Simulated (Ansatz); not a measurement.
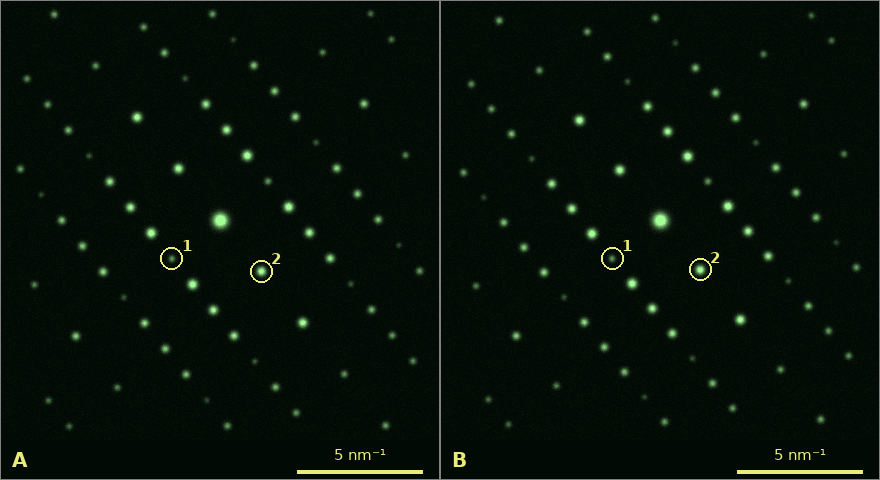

Kinematic electron diffraction patterns (300 kV, B = 0.5 Å², same scale) along [1-10] of the run's own cell, for the start and the end of one relaxation of K3Cl with DFT PBE, scalar-relativistic, plane waves, PAW in Ansatz. k mesh 6×6×6. The start is a generated model structure, and the relaxation ends in the nearest stationary point of its symmetry, not necessarily the ground state. Spot 1 is -1 -1 0 and spot 2 is 0 0 -2 in both.

Start structure:

```yaml
crystal:
  lattice:
    - [8.10178, 0.00000, 0.00000]
    - [-4.05089, 7.01635, 0.00000]
    - [0.00000, 0.00000, 7.57351]
  atoms:
    - { symbol: K, position: [0.31285, 0.31285, 0.25000] }
    - { symbol: K, position: [0.00000, 0.31285, 0.75000] }
    - { symbol: K, position: [0.68715, 0.00000, 0.25000] }
    - { symbol: K, position: [0.68715, 0.68715, 0.75000] }
    - { symbol: K, position: [0.00000, 0.68715, 0.25000] }
    - { symbol: K, position: [0.31285, 0.00000, 0.75000] }
    - { symbol: Cl, position: [0.00000, 0.00000, 0.00000] }
    - { symbol: Cl, position: [0.00000, 0.00000, 0.50000] }
```

> Which pattern belongs to the start structure, and which to the relaxed one?

A is the start: its cell gives d(1) = 4.051 Å, d(2) = 3.787 Å and an angle of 90.0°. B is the relaxed structure, with d(1) = 4.061 Å (+0.2 %), d(2) = 3.902 Å (+3.0 %) and 90.0°.

> Summarise the relaxation behind the change.

The volume changed by +3.6 % to 55.73 Å³ an atom; the fractional coordinates hardly changed; the space group stayed P6_3/mcm (No. 193); the free energy fell by 2.1 meV an atom. Relaxed cell: a = 8.122 Å, b = 8.122 Å, c = 7.804 Å, α = 90.00°, β = 90.00°, γ = 120.00°.
